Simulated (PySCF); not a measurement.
# Cs2O(H2O)2: other functionals and bases at one geometry

How far do other levels of theory move the description of Cs2O(H2O)2, and what does each cost? The species was built from a template and needn't be a known compound.

Program: PySCF 2.14.0. Level of theory: several levels, as the steps say, no spin–orbit coupling. These are calculated values, not measurements.

3 further runs of the same task are left out: 2 for a known fault of the program, 1 that didn't finish. Runs told in other sessions of the task aren't counted.

## 1. Where the work starts

9 atoms, charge 0, spin multiplicity 1.

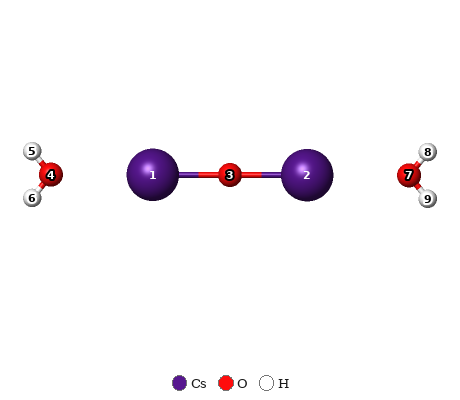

The structure; caesium purple, oxygen red, hydrogen white; atoms are numbered from 1 in the order of the file.

Geometry (Å):

```xyz
9
charge 0, multiplicity 1
Cs    0.00000    0.00000    2.51655
Cs    0.00000    0.00000   -2.51655
O     0.00000    0.00000    0.00000
O     0.00000    0.00000    5.83679
H     0.76502    0.00000    6.44723
H    -0.76502    0.00000    6.44723
O     0.00000    0.00000   -5.83679
H     0.76502    0.00000   -6.44723
H    -0.76502    0.00000   -6.44723
```

Formal oxidation states: Cs +1. An earlier session relaxed this geometry at BP86, Cs def2-SVP with ECP46, O def2-SVP, H def2-SVP (singlet, point group D2h). Its vibrations showed it to be a saddle point, relaxed within its symmetry.

At BP86 on the finer grid: E = -268.291278 Eh, HOMO -1.56 eV, LUMO -0.90 eV, Mulliken charge on Cs1 +0.24 e, largest force component 0.009 eV/Å. The gap is small, and the closed shell wasn't tested for a lower spin-broken solution.

Levels to run: HF; CAM-B3LYP; r2SCAN; revPBE; BP86, TZVP; BP86, x2c-SVP. Hardware: 2 threads of Arm Neoverse V1, shared host.

## 2. HF

The input, run.py (the lines that set the calculation):

```python
mol = gto.M(atom='''
Cs     0.00000     0.00000     2.51655
Cs     0.00000     0.00000    -2.51655
O      0.00000     0.00000     0.00000
O      0.00000     0.00000     5.83679
H      0.76502     0.00000     6.44723
H     -0.76502     0.00000     6.44723
O      0.00000     0.00000    -5.83679
H      0.76502     0.00000    -6.44723
H     -0.76502     0.00000    -6.44723''',
    basis={'Cs': 'def2-SVP', 'O': 'def2-SVP', 'H': 'def2-SVP'},
    ecp={'Cs': 'def2-SVP'},
    charge=0, spin=0)
mf = scf.RHF(mol)
mf = mf.density_fit()  # fitting sets: Cs def2-universal-JKFIT, O def2-universal-JKFIT, H def2-universal-JKFIT
mf.conv_tol = 1e-08; mf.max_cycle = 55
mf.kernel(dm0)  # dm0: the density of the relaxed state
```

On the command line:

```bash
$ OMP_NUM_THREADS=2 python run.py
```

The program printed:

```text
init E= -266.314519282214
  HOMO = -0.210481794128995  LUMO = 0.0203760922953907  gap/eV = 6.28196
cycle= 1 E= -266.358488945046  delta_E= -0.044  |g|= 0.213  |ddm|= 1.03
  HOMO = -0.104273466910087  LUMO = 0.0237914045445966  gap/eV = 3.48482
cycle= 2 E= -266.352223234083  delta_E= 0.00627  |g|= 0.276  |ddm|= 0.383
  HOMO = -0.170893380054221  LUMO = 0.0236459599196955  gap/eV = 5.29369
cycle= 3 E= -266.370424661658  delta_E= -0.0182  |g|= 0.0283  |ddm|= 0.273
  HOMO = -0.164368335310913  LUMO = 0.0241627319938088  gap/eV = 5.13019
cycle= 4 E= -266.371000949342  delta_E= -0.000576  |g|= 0.00793  |ddm|= 0.0909
  HOMO = -0.163107931784347  LUMO = 0.0241772728049703  gap/eV = 5.09629
cycle= 5 E= -266.371096274638  delta_E= -9.53e-05  |g|= 0.00503  |ddm|= 0.0348
  HOMO = -0.162602669851867  LUMO = 0.024193208159738  gap/eV = 5.08297
cycle= 6 E= -266.371133451207  delta_E= -3.72e-05  |g|= 0.0021  |ddm|= 0.029
  HOMO = -0.162991678172053  LUMO = 0.0241710459643655  gap/eV = 5.09296
cycle= 7 E= -266.371136621203  delta_E= -3.17e-06  |g|= 0.000286  |ddm|= 0.0118
  HOMO = -0.162849736392931  LUMO = 0.0241703576717114  gap/eV = 5.08908
cycle= 8 E= -266.371136693273  delta_E= -7.21e-08  |g|= 6.44e-05  |ddm|= 0.00241
  HOMO = -0.162849998999692  LUMO = 0.0241697411805783  gap/eV = 5.08907
cycle= 9 E= -266.371136701861  delta_E= -8.59e-09  |g|= 2.92e-05  |ddm|= 0.00046
  HOMO = -0.162847546160078  LUMO = 0.0241695604762516  gap/eV = 5.08899
Extra cycle  E= -266.371136703289  delta_E= -1.43e-09  |g|= 2.21e-05  |ddm|= 0.000103
converged SCF energy = -266.371136703289
```

Wall time 2.1 s (2 threads of Arm Neoverse V1, shared host).

Read off: E = -266.371137 Eh, HOMO -4.43 eV, LUMO 0.66 eV, Mulliken charge on Cs1 +0.46 e, largest force component 2.472 eV/Å. 

## 3. CAM-B3LYP

run.py (the lines that set the calculation), as its differences from that of step 2:

```diff
@@ -13,3 +13,4 @@
     charge=0, spin=0)
-mf = scf.RHF(mol)
+mf = dft.RKS(mol, xc='CAMB3LYP')
+mf.grids.atom_grid = (75, 302)
 mf = mf.density_fit()  # fitting sets: Cs def2-universal-JKFIT, O def2-universal-JKFIT, H def2-universal-JKFIT
```

On the command line:

```bash
$ OMP_NUM_THREADS=2 python run.py
```

The program printed:

```text
init E= -268.028839592656
  HOMO = -0.146597044084114  LUMO = -0.00482570694018385  gap/eV = 3.85779
cycle= 1 E= -268.026679018016  delta_E= 0.00216  |g|= 0.213  |ddm|= 0.621
  HOMO = -0.0424375851821433  LUMO = -0.00128013245644893  gap/eV = 1.11995
cycle= 2 E= -267.860069120466  delta_E= 0.167  |g|= 0.875  |ddm|= 0.976
  HOMO = -0.11597864578452  LUMO = -0.00287888890402753  gap/eV = 3.07760
cycle= 3 E= -268.037623620911  delta_E= -0.178  |g|= 0.0206  |ddm|= 0.917
  HOMO = -0.114872416528626  LUMO = -0.00212550272120665  gap/eV = 3.06800
cycle= 4 E= -268.037821309431  delta_E= -0.000198  |g|= 0.0161  |ddm|= 0.078
  HOMO = -0.115750457545902  LUMO = -0.00166651585825459  gap/eV = 3.10438
cycle= 5 E= -268.037919123984  delta_E= -9.78e-05  |g|= 0.00317  |ddm|= 0.037
  HOMO = -0.117127560374099  LUMO = -0.00142437267069661  gap/eV = 3.14844
cycle= 6 E= -268.037957426713  delta_E= -3.83e-05  |g|= 0.00173  |ddm|= 0.0414
  HOMO = -0.116997099430329  LUMO = -0.0013099706501329  gap/eV = 3.14801
cycle= 7 E= -268.037965660421  delta_E= -8.23e-06  |g|= 0.00036  |ddm|= 0.0193
  HOMO = -0.117024797514353  LUMO = -0.00130875607123859  gap/eV = 3.14879
cycle= 8 E= -268.037966080157  delta_E= -4.2e-07  |g|= 9.04e-05  |ddm|= 0.00441
  HOMO = -0.117036160167211  LUMO = -0.00130742211977624  gap/eV = 3.14914
cycle= 9 E= -268.037966113226  delta_E= -3.31e-08  |g|= 2.41e-05  |ddm|= 0.00219
  HOMO = -0.117034848374564  LUMO = -0.00130704199116462  gap/eV = 3.14911
cycle= 10 E= -268.037966114184  delta_E= -9.59e-10  |g|= 6.64e-06  |ddm|= 0.000383
  HOMO = -0.11703187989902  LUMO = -0.00130718616336819  gap/eV = 3.14903
Extra cycle  E= -268.037966114167  delta_E= 1.71e-11  |g|= 1.34e-05  |ddm|= 2.82e-05
converged SCF energy = -268.037966114167
```

It took 7 s on 2 threads of Arm Neoverse V1, shared host.

It gives: E = -268.037966 Eh, HOMO -3.18 eV, LUMO -0.04 eV, Mulliken charge on Cs1 +0.30 e, largest force component 0.854 eV/Å. 

## 4. r2SCAN

run.py (the lines that set the calculation), as its differences from that of step 3:

```diff
@@ -13,3 +13,3 @@
     charge=0, spin=0)
-mf = dft.RKS(mol, xc='CAMB3LYP')
+mf = dft.RKS(mol, xc='R2SCAN')
 mf.grids.atom_grid = (75, 302)
```

On the command line:

```bash
$ OMP_NUM_THREADS=2 python run.py
```

The program printed:

```text
init E= -268.082913783745
  HOMO = -0.0659999050662555  LUMO = -0.0224541223969129  gap/eV = 1.18494
cycle= 1 E= -268.069021997976  delta_E= 0.0139  |g|= 0.241  |ddm|= 0.623
  HOMO = 0.0187700391904774  LUMO = 0.0200095863805725  gap/eV = 0.03373
cycle= 2 E= -261.086858453093  delta_E= 6.98  |g|= 2.52  |ddm|= 5.41
  HOMO = -0.0518648024030307  LUMO = -0.0202128733866976  gap/eV = 0.86129
cycle= 3 E= -268.084390829857  delta_E=   -7  |g|= 0.0472  |ddm|= 5.39
  HOMO = -0.0375669415004809  LUMO = -0.0185810903812486  gap/eV = 0.51663
cycle= 4 E= -268.080604717816  delta_E= 0.00379  |g|= 0.125  |ddm|= 0.534
  HOMO = -0.0408861668727911  LUMO = -0.0195516526558768  gap/eV = 0.58054
cycle= 5 E= -268.08386903761  delta_E= -0.00326  |g|= 0.0769  |ddm|= 0.129
  HOMO = -0.0431325507798817  LUMO = -0.0201920158786661  gap/eV = 0.62424
cycle= 6 E= -268.085011414943  delta_E= -0.00114  |g|= 0.0467  |ddm|= 0.0708
  HOMO = -0.045866914136039  LUMO = -0.020671032321982  gap/eV = 0.68561
cycle= 7 E= -268.085623464082  delta_E= -0.000612  |g|= 0.00222  |ddm|= 0.0845
  HOMO = -0.045679579905127  LUMO = -0.020565069895799  gap/eV = 0.68340
cycle= 8 E= -268.085624375784  delta_E= -9.12e-07  |g|= 0.00107  |ddm|= 0.00284
  HOMO = -0.0457372119615715  LUMO = -0.0205620316237757  gap/eV = 0.68505
cycle= 9 E= -268.085624686843  delta_E= -3.11e-07  |g|= 4.39e-05  |ddm|= 0.00256
  HOMO = -0.045735479549908  LUMO = -0.0205568692957355  gap/eV = 0.68514
cycle= 10 E= -268.085624684629  delta_E= 2.21e-09  |g|= 0.000102  |ddm|= 0.000279
  HOMO = -0.045727712953761  LUMO = -0.0205544285078922  gap/eV = 0.68500
cycle= 11 E= -268.085624687703  delta_E= -3.07e-09  |g|= 2.35e-06  |ddm|= 0.000153
  HOMO = -0.04572687244231  LUMO = -0.0205545192253768  gap/eV = 0.68497
Extra cycle  E= -268.085624687619  delta_E= 8.38e-11  |g|= 1.78e-05  |ddm|= 3.51e-05
converged SCF energy = -268.085624687619
```

Wall time 10 s (2 threads of Arm Neoverse V1, shared host).

It gives: E = -268.085625 Eh, HOMO -1.24 eV, LUMO -0.56 eV, Mulliken charge on Cs1 +0.30 e, largest force component 0.642 eV/Å. The gap is small, and the closed shell wasn't tested for a lower spin-broken solution.

## 5. revPBE

run.py (the lines that set the calculation), as its differences from that of step 4:

```diff
@@ -13,3 +13,3 @@
     charge=0, spin=0)
-mf = dft.RKS(mol, xc='R2SCAN')
+mf = dft.RKS(mol, xc='PBE_R,PBE')
 mf.grids.atom_grid = (75, 302)
```

On the command line:

```bash
$ OMP_NUM_THREADS=2 python run.py
```

The program printed:

```text
init E= -268.184050378721
  HOMO = -0.0518262533217648  LUMO = -0.0374302429715036  gap/eV = 0.39174
cycle= 1 E= -268.174940477804  delta_E= 0.00911  |g|= 0.176  |ddm|= 1.07
  HOMO = -0.150807197160511  LUMO = -0.0411019822854728  gap/eV = 2.98523
cycle= 2 E= -267.979280059314  delta_E= 0.196  |g|= 0.87  |ddm|= 1.85
  HOMO = -0.0755091394940717  LUMO = -0.0392960509252799  gap/eV = 0.98541
cycle= 3 E= -268.166880658574  delta_E= -0.188  |g|= 0.226  |ddm|= 0.712
  HOMO = -0.0541164313541735  LUMO = -0.0380468412773498  gap/eV = 0.43728
cycle= 4 E= -268.181217836461  delta_E= -0.0143  |g|= 0.106  |ddm|= 1.08
  HOMO = -0.0555271488413166  LUMO = -0.0380340614540291  gap/eV = 0.47601
cycle= 5 E= -268.183872831549  delta_E= -0.00265  |g|= 0.0548  |ddm|= 0.147
  HOMO = -0.0566575022564983  LUMO = -0.0382790828311614  gap/eV = 0.50010
cycle= 6 E= -268.184593589913  delta_E= -0.000721  |g|= 0.0261  |ddm|= 0.0915
  HOMO = -0.0573385647311906  LUMO = -0.0383063455889193  gap/eV = 0.51789
cycle= 7 E= -268.184793067567  delta_E= -0.000199  |g|= 0.0076  |ddm|= 0.0631
  HOMO = -0.0575425823331665  LUMO = -0.0383215267656659  gap/eV = 0.52303
cycle= 8 E= -268.184809609227  delta_E= -1.65e-05  |g|= 0.00221  |ddm|= 0.0163
  HOMO = -0.0576113696988806  LUMO = -0.0383257610718092  gap/eV = 0.52479
cycle= 9 E= -268.184811072589  delta_E= -1.46e-06  |g|= 0.000322  |ddm|= 0.00548
  HOMO = -0.057622231548131  LUMO = -0.0383251034563843  gap/eV = 0.52510
cycle= 10 E= -268.184811103736  delta_E= -3.11e-08  |g|= 2.63e-05  |ddm|= 0.000961
  HOMO = -0.0576214818764849  LUMO = -0.038324856331587  gap/eV = 0.52509
cycle= 11 E= -268.184811103911  delta_E= -1.75e-10  |g|= 1.19e-06  |ddm|= 3.1e-05
  HOMO = -0.0576207861937178  LUMO = -0.0383248091270409  gap/eV = 0.52507
Extra cycle  E= -268.184811103815  delta_E= 9.66e-11  |g|= 1.81e-05  |ddm|= 5.5e-05
converged SCF energy = -268.184811103815
```

Wall time 6.2 s (2 threads of Arm Neoverse V1, shared host).

It gives: E = -268.184811 Eh, HOMO -1.57 eV, LUMO -1.04 eV, Mulliken charge on Cs1 +0.26 e, largest force component 0.111 eV/Å. The gap is small, and the closed shell wasn't tested for a lower spin-broken solution.

## 6. BP86, TZVP

Basis: Cs def2-TZVP with ECP46, O def2-TZVP, H def2-TZVP. 

run.py (the lines that set the calculation), as its differences from that of step 5:

```diff
@@ -10,6 +10,6 @@
 H     -0.76502     0.00000    -6.44723''',
-    basis={'Cs': 'def2-SVP', 'O': 'def2-SVP', 'H': 'def2-SVP'},
-    ecp={'Cs': 'def2-SVP'},
+    basis={'Cs': 'def2-TZVP', 'O': 'def2-TZVP', 'H': 'def2-TZVP'},
+    ecp={'Cs': 'def2-TZVP'},
     charge=0, spin=0)
-mf = dft.RKS(mol, xc='PBE_R,PBE')
+mf = dft.RKS(mol, xc='B88,P86')
 mf.grids.atom_grid = (75, 302)
@@ -17,2 +17,2 @@
 mf.conv_tol = 1e-08; mf.max_cycle = 55
-mf.kernel(dm0)  # dm0: the density of the relaxed state
+mf.kernel(dm0)  # dm0: free metal ions and neutral atoms
```

On the command line:

```bash
$ OMP_NUM_THREADS=2 python run.py
```

The program printed:

```text
init E= -276.75219150752
  HOMO = -0.0518551939615464  LUMO = -0.0494943803013404  gap/eV = 0.06424
cycle= 1 E= -263.56654973026  delta_E= 13.2  |g|= 3.29  |ddm|= 7.26
  HOMO = -0.208736024575497  LUMO = -0.207732965789269  gap/eV = 0.02729
cycle= 2 E= -212.3425754123  delta_E= 51.2  |g|= 11.1  |ddm|= 24.3
  HOMO = -0.331527864823636  LUMO = -0.310149221920568  gap/eV = 0.58174
cycle= 3 E= -265.013122228322  delta_E= -52.7  |g|= 4.65  |ddm|= 24.7
  HOMO = -0.224945492586644  LUMO = -0.106858162597923  gap/eV = 3.21332
cycle= 4 E= -245.704459567423  delta_E= 19.3  |g|= 5.12  |ddm|= 8.18
cycle= 5 E= -257.431410154281  delta_E= -11.7  |g|= 3.73  |ddm|= 4.98
  HOMO = -0.175616387605085  LUMO = -0.173018726538915  gap/eV = 0.07069
cycle= 6 E= -267.669981653564  delta_E= -10.2  |g|= 1.67  |ddm|= 6.18
  HOMO = -0.0470249127392855  LUMO = -0.0358997348366459  gap/eV = 0.30273
cycle= 7 E= -264.191373640339  delta_E= 3.48  |g|= 2.58  |ddm|= 8.96
cycle= 8 E= -267.341620857074  delta_E= -3.15  |g|= 1.65  |ddm|= 9.32
  HOMO = -0.10739575502926  LUMO = -0.100851792965617  gap/eV = 0.17807
cycle= 9 E= -268.529971398217  delta_E= -1.19  |g|= 0.566  |ddm|= 3.91
  HOMO = -0.0468027265695679  LUMO = -0.0439417617412788  gap/eV = 0.07785
cycle= 10 E= -268.086342724892  delta_E= 0.444  |g|= 1.24  |ddm|= 14.6
  HOMO = -0.0667959830198679  LUMO = -0.0483967732485355  gap/eV = 0.50067
cycle= 11 E= -268.597087617496  delta_E= -0.511  |g|= 0.0798  |ddm|= 12.7
  HOMO = -0.0728669394531981  LUMO = -0.0412589016928319  gap/eV = 0.86010
cycle= 12 E= -268.599299404479  delta_E= -0.00221  |g|= 0.059  |ddm|= 1.67
  HOMO = -0.0709627214178023  LUMO = -0.0400977086280854  gap/eV = 0.83988
cycle= 13 E= -268.598706196317  delta_E= 0.000593  |g|= 0.0894  |ddm|= 0.0497
  HOMO = -0.0712125917470077  LUMO = -0.0399784488880567  gap/eV = 0.84992
cycle= 14 E= -268.598481549083  delta_E= 0.000225  |g|= 0.0936  |ddm|= 0.0287
  HOMO = -0.066986915184854  LUMO = -0.0403033568968774  gap/eV = 0.72610
cycle= 15 E= -268.600846683689  delta_E= -0.00237  |g|= 0.0173  |ddm|= 0.427
  HOMO = -0.065911537912895  LUMO = -0.0403010097851517  gap/eV = 0.69690
cycle= 16 E= -268.600951702974  delta_E= -0.000105  |g|= 0.00357  |ddm|= 0.123
  HOMO = -0.06602873102175  LUMO = -0.0403898336604999  gap/eV = 0.69767
cycle= 17 E= -268.600951917238  delta_E= -2.14e-07  |g|= 0.00317  |ddm|= 0.00343
  HOMO = -0.065935089839586  LUMO = -0.0404104263928819  gap/eV = 0.69456
cycle= 18 E= -268.600954486965  delta_E= -2.57e-06  |g|= 0.000868  |ddm|= 0.0148
  HOMO = -0.0659119037839151  LUMO = -0.0404142058355839  gap/eV = 0.69383
cycle= 19 E= -268.600954666053  delta_E= -1.79e-07  |g|= 0.000358  |ddm|= 0.00354
  HOMO = -0.0658950232280641  LUMO = -0.0404156229297153  gap/eV = 0.69333
cycle= 20 E= -268.600954703198  delta_E= -3.71e-08  |g|= 5.36e-05  |ddm|= 0.00243
  HOMO = -0.0658929302072578  LUMO = -0.0404164087328176  gap/eV = 0.69325
cycle= 21 E= -268.60095470393  delta_E= -7.32e-10  |g|= 5.78e-06  |ddm|= 0.00038
  HOMO = -0.0658959841256843  LUMO = -0.0404164920727337  gap/eV = 0.69333
Extra cycle  E= -268.600954703003  delta_E= 9.27e-10  |g|= 5.95e-05  |ddm|= 0.000382
converged SCF energy = -268.600954703003
```

It took 16 s on 2 threads of Arm Neoverse V1, shared host.

It gives: E = -268.600955 Eh, HOMO -1.79 eV, LUMO -1.10 eV, Mulliken charge on Cs1 +0.50 e, largest force component 0.492 eV/Å. The gap is small, and the closed shell wasn't tested for a lower spin-broken solution.

## 7. BP86, x2c-SVP

Basis: Cs x2c-SVPall, O x2c-SVPall, H x2c-SVPall. All electrons are treated, with the spin-free X2C Hamiltonian.

The input, run.py (the lines that set the calculation):

```python
mol = gto.M(atom='''
Cs     0.00000     0.00000     2.51655
Cs     0.00000     0.00000    -2.51655
O      0.00000     0.00000     0.00000
O      0.00000     0.00000     5.83679
H      0.76502     0.00000     6.44723
H     -0.76502     0.00000     6.44723
O      0.00000     0.00000    -5.83679
H      0.76502     0.00000    -6.44723
H     -0.76502     0.00000    -6.44723''',
    basis={'Cs': 'x2c-SVPall', 'O': 'x2c-SVPall', 'H': 'x2c-SVPall'},
    nucmod='G',
    charge=0, spin=0)
mf = dft.RKS(mol, xc='B88,P86')
mf.grids.atom_grid = (99, 590)
mf = mf.density_fit()  # fitting sets: Cs AutoAux, O AutoAux, H AutoAux
mf = mf.sfx2c1e()
mf.conv_tol = 1e-08; mf.max_cycle = 55
mf.kernel(dm0)  # dm0: free metal ions and neutral atoms
```

On the command line:

```bash
$ OMP_NUM_THREADS=2 python run.py
```

The program printed:

```text
init E= -15809.8201871462
  HOMO = -0.0547586225281171  LUMO = -0.0377240386229132  gap/eV = 0.46353
cycle= 1 E= -15796.4507544361  delta_E= 13.4  |g|= 3.08  |ddm|=  9.2
  HOMO = -0.183681086023361  LUMO = -0.181217988951657  gap/eV = 0.06702
cycle= 2 E= -15763.828453806  delta_E= 32.6  |g|= 9.96  |ddm|= 16.6
cycle= 3 E= -15787.9111643722  delta_E= -24.1  |g|= 5.17  |ddm|=   18
  HOMO = -0.434285556762198  LUMO = -0.146900473941857  gap/eV = 7.82015
cycle= 4 E= -15798.7537287438  delta_E= -10.8  |g|= 3.44  |ddm|= 6.25
cycle= 5 E= -15790.4582415491  delta_E=  8.3  |g|= 3.51  |ddm|= 9.76
  HOMO = -0.35840346878213  LUMO = -0.0813054321976359  gap/eV = 7.54022
cycle= 6 E= -15800.502225537  delta_E=  -10  |g|=    2  |ddm|= 9.62
  HOMO = -0.0945331176368557  LUMO = -0.049530146475968  gap/eV = 1.22459
cycle= 7 E= -15801.271168945  delta_E= -0.769  |g|= 0.885  |ddm|= 1.47
cycle= 8 E= -15797.4496587264  delta_E= 3.82  |g|= 2.62  |ddm|= 19.9
  HOMO = -0.0496071271541868  LUMO = -0.0389841976520998  gap/eV = 0.28906
cycle= 9 E= -15801.311709522  delta_E= -3.86  |g|= 0.662  |ddm|= 15.6
cycle= 10 E= -15798.7165690882  delta_E=  2.6  |g|= 2.53  |ddm|= 8.47
cycle= 11 E= -15798.9326390056  delta_E= -0.216  |g|= 2.47  |ddm|= 1.37
cycle= 12 E= -15800.8228021129  delta_E= -1.89  |g|=  1.5  |ddm|= 3.53
cycle= 13 E= -15798.8268725455  delta_E=    2  |g|= 2.54  |ddm|= 3.21
  HOMO = -0.0602909099540085  LUMO = -0.0346911891588364  gap/eV = 0.69660
cycle= 14 E= -15801.431444169  delta_E= -2.6  |g|= 0.141  |ddm|= 12.2
  HOMO = -0.0713630021625349  LUMO = -0.0299625835610784  gap/eV = 1.12656
cycle= 15 E= -15801.4326876784  delta_E= -0.00124  |g|= 0.104  |ddm|= 0.973
  HOMO = -0.0663497068117462  LUMO = -0.0297903910535925  gap/eV = 0.99483
cycle= 16 E= -15801.4351080181  delta_E= -0.00242  |g|= 0.0551  |ddm|= 0.175
  HOMO = -0.0620771672968403  LUMO = -0.0294686836669274  gap/eV = 0.88732
cycle= 17 E= -15801.435945166  delta_E= -0.000837  |g|= 0.0144  |ddm|= 0.172
  HOMO = -0.062361051712974  LUMO = -0.0293085944352752  gap/eV = 0.89940
cycle= 18 E= -15801.4359780144  delta_E= -3.28e-05  |g|= 0.00445  |ddm|= 0.0305
  HOMO = -0.061890950567312  LUMO = -0.02925000928835  gap/eV = 0.88821
cycle= 19 E= -15801.4359841896  delta_E= -6.18e-06  |g|= 0.000719  |ddm|= 0.0228
  HOMO = -0.0619585736183361  LUMO = -0.0292669264214947  gap/eV = 0.88959
cycle= 20 E= -15801.4359843425  delta_E= -1.53e-07  |g|= 7.81e-05  |ddm|= 0.00341
  HOMO = -0.0619647904280707  LUMO = -0.0292676409865903  gap/eV = 0.88973
cycle= 21 E= -15801.4359843441  delta_E= -1.55e-09  |g|= 2.52e-05  |ddm|= 0.000347
  HOMO = -0.0619557633028793  LUMO = -0.029267812819299  gap/eV = 0.88948
Extra cycle  E= -15801.4359843369  delta_E= 7.17e-09  |g|= 0.00017  |ddm|= 0.000471
converged SCF energy = -15801.4359843369
```

It took 72 s on 2 threads of Arm Neoverse V1, shared host.

Result: E = -15801.435984 Eh, HOMO -1.69 eV, LUMO -0.80 eV, Mulliken charge on Cs1 +0.28 e, largest force component 0.826 eV/Å. The gap is small, and the closed shell wasn't tested for a lower spin-broken solution.

## 8. Results

| level | state | HOMO (eV) | gap (eV) | charge on Cs1 (e) | dipole (D) | largest force component (eV/Å) | basis functions | time |
| --- | --- | --- | --- | --- | --- | --- | --- | --- |
| BP86 (relaxed here) | singlet | -1.56 | 0.66 | 0.24 | 0.00 | 0.01 | 110 | 13 s |
| HF | singlet | -4.43 | 5.09 | 0.46 | 0.00 | 2.47 | 110 | 2.1 s |
| CAM-B3LYP | singlet | -3.18 | 3.15 | 0.30 | 0.00 | 0.85 | 110 | 7 s |
| r2SCAN | singlet | -1.24 | 0.68 | 0.30 | 0.00 | 0.64 | 110 | 10 s |
| revPBE | singlet | -1.57 | 0.53 | 0.26 | 0.00 | 0.11 | 110 | 6.2 s |
| BP86, TZVP | singlet | -1.79 | 0.69 | 0.50 | 0.00 | 0.49 | 175 | 16 s |
| BP86, x2c-SVP | singlet | -1.69 | 0.89 | 0.28 | 0.00 | 0.83 | 170 | 72 s |

Times are on 2 threads of Arm Neoverse V1, shared host; the first row also made further properties.

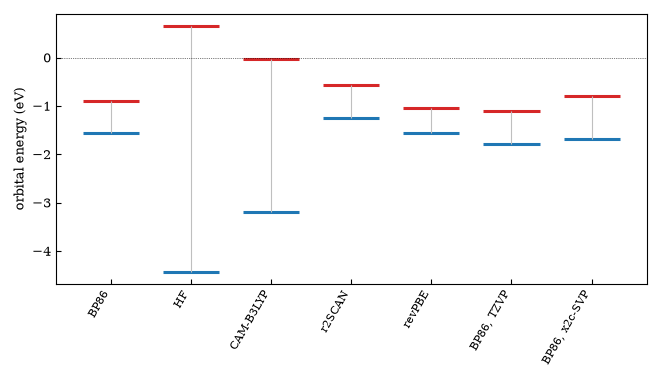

Highest filled and lowest empty level, method by method.

In one basis the HOMO–LUMO gap runs from 0.53 eV (revPBE) to 5.09 eV (HF). The largest leftover force, 2.47 eV/Å with HF, stands at a geometry relaxed at another level. The Mulliken charge on Cs spans +0.24 to +0.50 e over the levels. Total energies of different levels can't be compared. Spin–orbit coupling is left out throughout.
